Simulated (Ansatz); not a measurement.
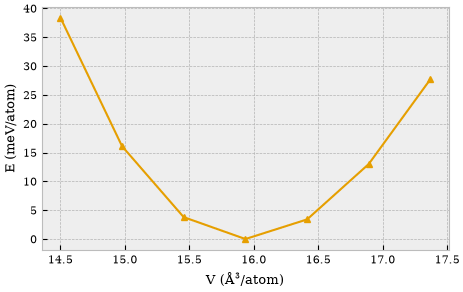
Al (hcp (Mg type), P6_3/mmc) under volume change, plane-wave PAW LDA (Ansatz code), shape and atoms relaxed at each volume.

Task: What does a third-order Birch–Murnaghan fit give for V₀, B₀ and B′?

Result: V₀ = 15.93 Å³/atom, B₀ = 80.3 GPa, B′ = 4.5.

The workflow started from a Materials Project entry (that database holds measured and hypothetical structures alike); the Crystallography Open Database copy checked does not list it. It is not the phase usual at ambient conditions (space group No. 225). The LDA relaxation kept the symmetry of its start; whether a distortion lowers the energy is not shown.

Potentials: the later of the program's two PAW sets.
